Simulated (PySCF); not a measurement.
## Electronic structure of C4H9ClOSi2 in real space

```xyz
17

O     0.1444    1.3963   -1.7708
C     0.3347    1.7912   -0.6408
C     0.7544    0.9295    0.4568
Si    1.9702   -0.4399   -0.1769
C     0.5816   -1.7439    0.0718
Si   -0.5924   -0.4285    0.8104
C    -2.1894   -0.1497   -0.1869
Cl   -3.0155    1.2640    0.5192
H     0.1771    2.8598   -0.3939
H     1.0519    1.5063    1.3280
H     3.0797   -0.5982    0.7662
H     2.4237   -0.2322   -1.5433
H     0.2278   -2.1863   -0.8554
H     0.8331   -2.5636    0.7367
H    -0.9111   -0.5031    2.2375
H    -1.9885    0.0895   -1.2280
H    -2.8889   -0.9793   -0.1405
```

Geometry: GFN2-xTB.

All numbers below come from PySCF, PBE0/pcSseg-1, SCF density, gas phase, non-relativistic.

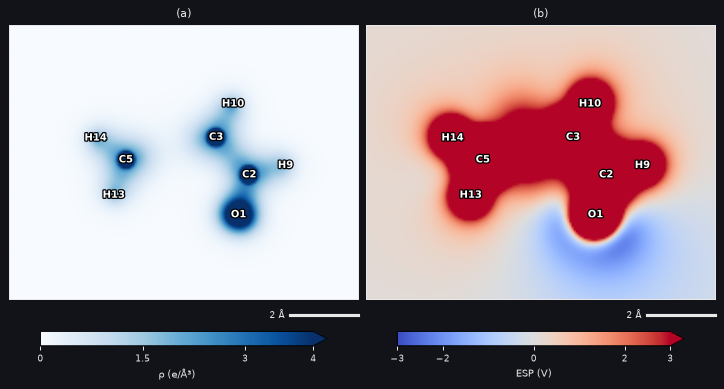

Figure 1. (a) total electron density; (b) electrostatic potential on the plane of atoms C2, C3 and H10.

What does the map show?

- The plane passes through O, C and H nuclei.
- C–O (1.21 Å): the density is about 3.3 e/Å³ at the midpoint.
- C–C (1.46 Å): ρ at the midpoint is about 1.9 e/Å³.
- C–H (1.09 Å): the density is about 1.9 e/Å³ at the midpoint.
- Outside the dense part of the molecule the potential is most negative (−2.2 V) near O1.

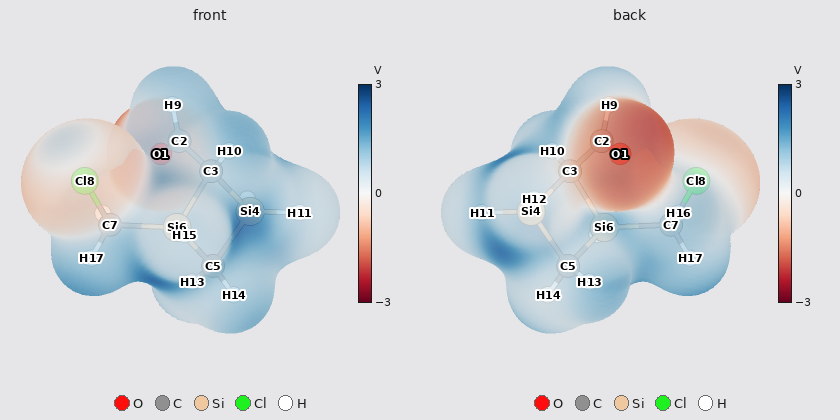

Figure 2. The electrostatic potential painted on the density surface at 0.004 e/bohr³, seen from the front and from behind; red is negative and blue positive.

Which sites attract a positive test charge, and which a negative one?

A positive charge is drawn to the negative regions and a negative charge to the positive ones. The most negative region (about −1.9 V) lies over O1, the most positive (about +2.2 V) over Si4 and Si6. Cl8 shows a σ-hole: about +0.6 V at the tip opposite its bond, against about −0.5 V on its flanks. O1 is the likeliest acceptor of a hydrogen bond.

What dipole moment does the calculation give?

Its dipole moment is 2.90 D.
